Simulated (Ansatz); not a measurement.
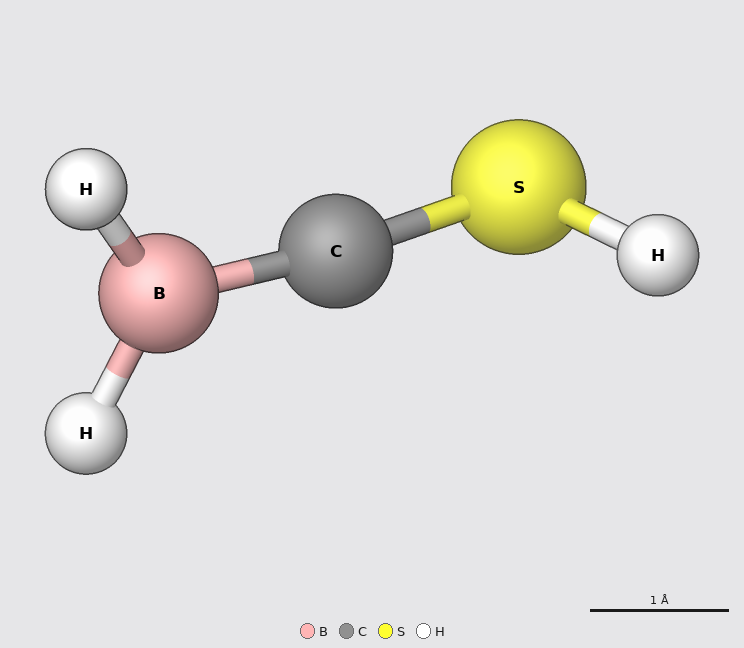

Every bond is drawn as one stick, whatever its order.

The geometry was computed by an optimisation with PBE0-D4/def2-TZVP. No frequency run is at hand to confirm it as a minimum.

Question: Count the atoms of each element.

Answer: CH3BS, 6 atoms: 1 carbon, 3 hydrogen, 1 boron and 1 sulfur.

Question: Give the symmetry (Schoenflies symbol).

Answer: Cs.

Question: Count the bonded pairs by element.

Answer: 2 B–H, 1 C–B, 1 C–S, 1 S–H. Sticks follow a distance rule.

Question: How many atoms are distinct by symmetry?

Answer: 5: 1 B, 1 C, 1 S, 2 H, 1 H.

More results for the same structure follow; atom numbers are the same in all pictures, views and colours differ.

### Dipole moment

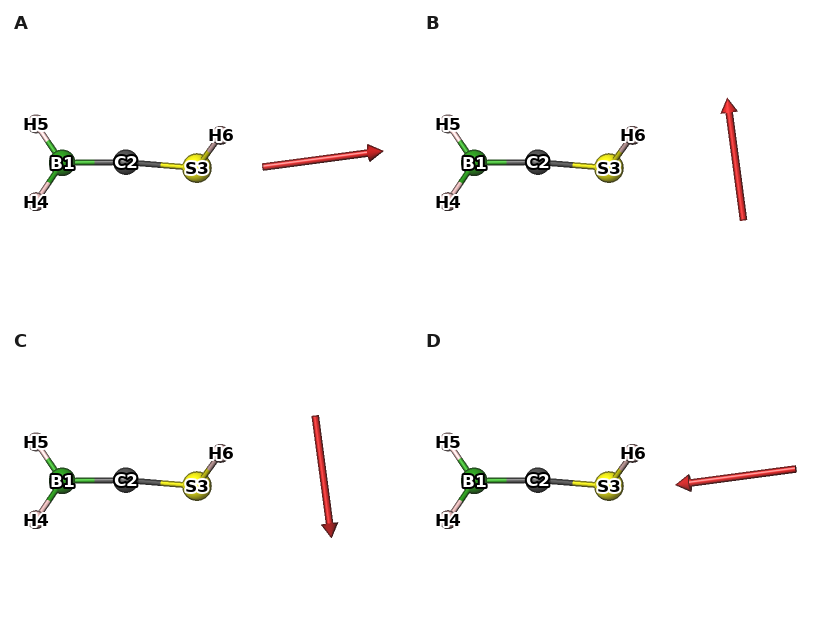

The same molecule four times, each with an arrow. No frequency run is at hand to confirm it as a minimum. Method: RKS PBE0-D4/def2-TZVP (Ansatz 0.2.0).

Question: Which arrow points along the dipole moment, from the negative to the positive end?

Answer: A. The dipole moment is 2.42 D; it points from the side of H4, H5 to the side of H6 (the outermost atoms at the two ends).

### Electronic properties

No frequency run is at hand to confirm it as a minimum. Properties computed with RKS PBE0-D4/def2-TZVPP (Ansatz 0.2.0).

Question: Estimate the HOMO energy (Kohn–Sham orbital).

Answer: −6.91 eV.

Question: Give the LUMO energy (Kohn–Sham orbital) at this level.

Answer: −2.25 eV.

### Charges

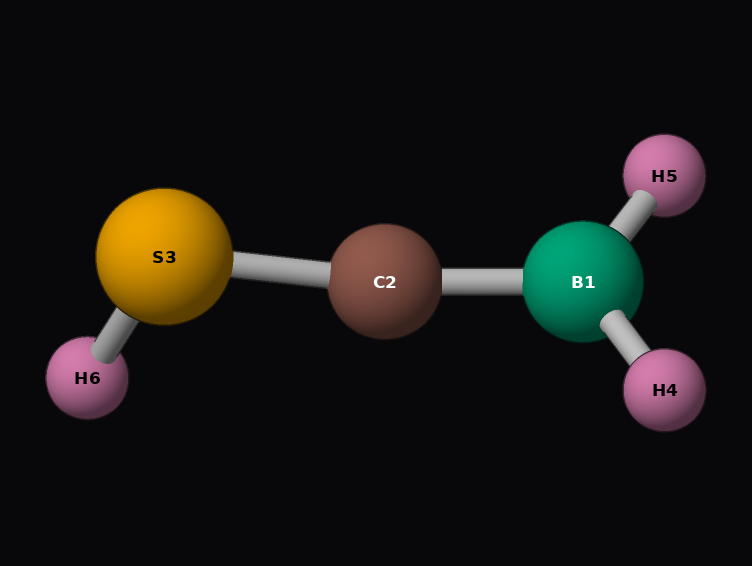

The questions are on Mulliken charges. No frequency run is at hand to confirm it as a minimum. Properties computed with RKS PBE0-D4/def2-TZVP (Ansatz 0.2.0).

List the Mulliken charges.

```csv
atom,value (e)
B1,−0.27
C2,0.06
S3,0.00
H4,0.03
H5,0.03
H6,0.14
```

Mulliken values depend strongly on the basis set and can even reverse the polarity of a bond.
